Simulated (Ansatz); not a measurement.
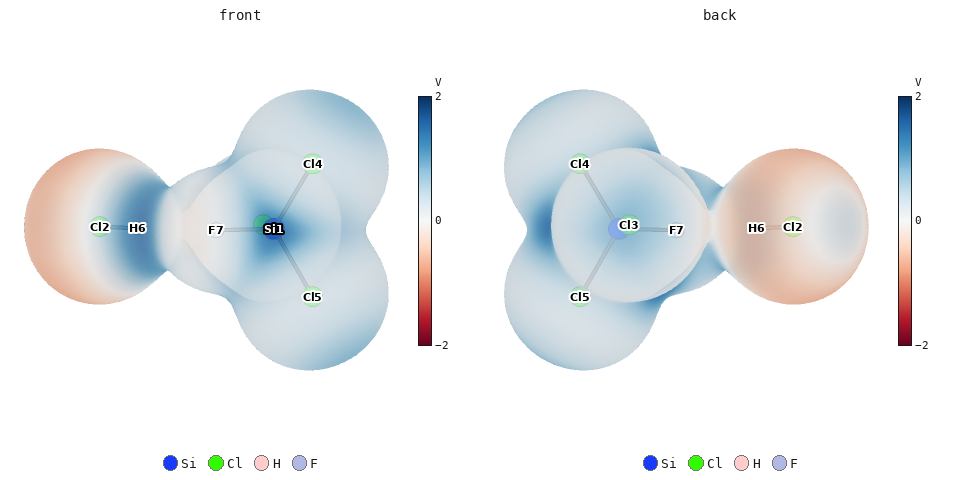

Figure. Cl$_{3}$FSi···HCl. The electrostatic potential painted on the density surface at 0.002 e/bohr³, seen from the front and from behind; the colour scale runs from red (negative) to blue (positive).

The product side of a reaction path; geometry: PBE0-D4/def2-TZVP.

Method: Ansatz, RKS PBE0-D4/def2-TZVPP.

Input

```
crystal:
  periodic: [false, false, false]
  atoms:
    - {symbol: Si, position_ang: [-1.074839, -0.090047, -0.164302]}
    - {symbol: Cl, position_ang: [3.366137, 0.059676, 0.352958]}
    - {symbol: Cl, position_ang: [-0.160858, -1.578304, -1.158075]}
    - {symbol: Cl, position_ang: [-2.310199, -0.813524, 1.248492]}
    - {symbol: Cl, position_ang: [-2.060668, 1.125934, -1.427233]}
    - {symbol: H, position_ang: [2.197171, 0.529047, 0.586662]}
    - {symbol: F, position_ang: [0.043357, 0.767219, 0.561300]}
basis:
  gaussian: {orbitals: def2-TZVPP}
hamiltonian: {xc: pbe0, dispersion: d4}
output: {orbitals: {seedname: orbitals}}
```

Launched as:

```sh
ansatz run in.yaml --threads 8 --pin off --events-out ev --progress --plain --max-ram 19148MiB
```

Q: Where is the surface potential most negative and most positive?

A: The most negative region (about −0.6 V, or −14 kcal/mol for a unit charge) lies over Cl2, the most positive (about +1.5 V, or +35 kcal/mol for a unit charge) over Si1 and H6. Cl2 shows a σ-hole: about +0.4 V, or +9 kcal/mol for a unit charge at the tip opposite its bond, against about −0.6 V, or −14 kcal/mol for a unit charge on its flanks. Cl3 shows a σ-hole: about +0.7 V, or +16 kcal/mol for a unit charge at the tip opposite its bond, against about +0.1 V on its flanks. Cl4 shows a σ-hole: about +0.8 V, or +18 kcal/mol for a unit charge at the tip opposite its bond, against about +0.2 V on its flanks. Cl5 shows a σ-hole: about +0.8 V, or +18 kcal/mol for a unit charge at the tip opposite its bond, against about +0.2 V on its flanks.
